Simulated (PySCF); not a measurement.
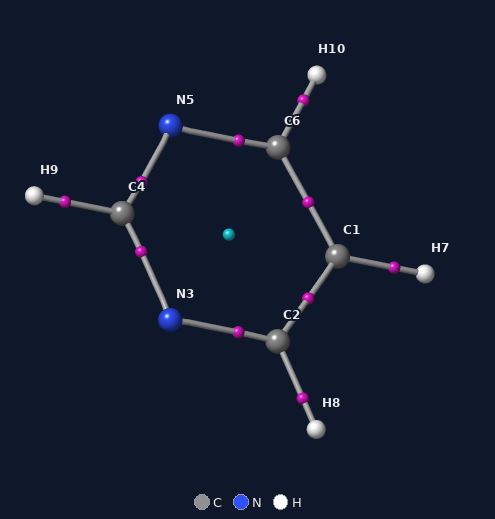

Figure. C4H4N2, SMILES `c1cncnc1`. Molecular graph of the electron density (QTAIM): bond paths, bond critical points (magenta), ring points (cyan, if any); weak paths are dashed.

PySCF calculation, ωB97X/def2-TZVP, gas phase; geometry: GFN2-xTB. No frequency check shows the geometry to be a minimum.

Input

```python
import numpy as np
from pyscf import gto, scf, dft
from pyscf.scf import atom_ks, atom_hf
from scipy.linalg import block_diag

def solve(mol, dm0=None, hcore=None):
    mf = (dft.UKS if mol.spin else dft.RKS)(mol, xc='wb97x')
    mf.grids.level = 3
    mf = mf.density_fit(auxbasis='def2-universal-jkfit')
    mf.conv_tol, mf.max_cycle = 1e-8, 80
    if hcore is not None:
        mf.get_hcore = lambda *args: hcore
    mf.kernel(dm0)
    if not mf.converged:
        mf = mf.newton().run(mf.mo_coeff, mf.mo_occ, max_cycle=30)
    assert mf.converged, 'SCF not converged'
    return mf

mol = gto.M(atom='''
C     -1.35049     0.01745     0.00000
C     -0.59995     1.18555     0.00000
N      0.72365     1.16983     0.00000
C      1.30170    -0.01682     0.00000
N      0.69192    -1.18885     0.00000
C     -0.63162    -1.16896     0.00000
H     -2.42811     0.03134     0.00000
H     -1.06263     2.16451     0.00000
H      2.38431    -0.03086     0.00000
H     -1.12047    -2.13513     0.00000
''', basis='def2-tzvp', charge=0, spin=0, verbose=4)
mf = solve(mol)
mf.analyze()
# spherically averaged free atoms, for the promolecule
atm = atom_ks.get_atm_nrks(mol, xc='wb97x')
pro = block_diag(*[(atm[a[0]][2] * atm[a[0]][3]) @ atm[a[0]][2].T for a in mol._atom])
np.savez('result.npz', e=mf.e_tot, c=mf.mo_coeff, occ=mf.mo_occ, eps=mf.mo_energy, pro=pro, dip=mf.dip_moment(verbose=0), s2=mf.spin_square()[0])
```

Run with:

```sh
OMP_NUM_THREADS=1 python input.py
```

The run took 23 s on 1 thread of Intel(R) Xeon(R) Platinum 8488C (Sapphire Rapids), with other jobs on the host, peak memory 0.82 GiB.

Partitions, critical points and surface values were worked out afterwards from this run's density.

**How many critical points of each kind are there, and does the count close?**

10 nuclei, 10 bond, 1 ring and 0 cage critical points: 10 − 10 + 1 − 0 = 1, as the Poincaré–Hopf relation requires.

**Tabulate density, Laplacian, ellipticity and energy density at the bond critical points (atomic units).**

| bond | length (Å) | ρ (a.u.) | ∇²ρ (a.u.) | ε | H (a.u.) |
| --- | --- | --- | --- | --- | --- |
| N3–C4 (2 alike) | 1.320 | 0.364 | −1.24 | 0.14 | −0.589 |
| C2–N3 (2 alike) | 1.324 | 0.360 | −1.21 | 0.10 | −0.573 |
| C1–C6 (2 alike) | 1.387 | 0.323 | −0.97 | 0.21 | −0.350 |
| C4–H9 | 1.083 | 0.297 | −1.11 | 0.04 | −0.309 |
| C2–H8 (2 alike) | 1.083 | 0.293 | −1.09 | 0.02 | −0.304 |
| C1–H7 | 1.078 | 0.289 | −1.04 | 0.01 | −0.300 |

**What kind of interaction is C4–H9?**

Shared-shell (covalent): ρ = 0.297, ∇²ρ = −1.11, H = −0.309 a.u.
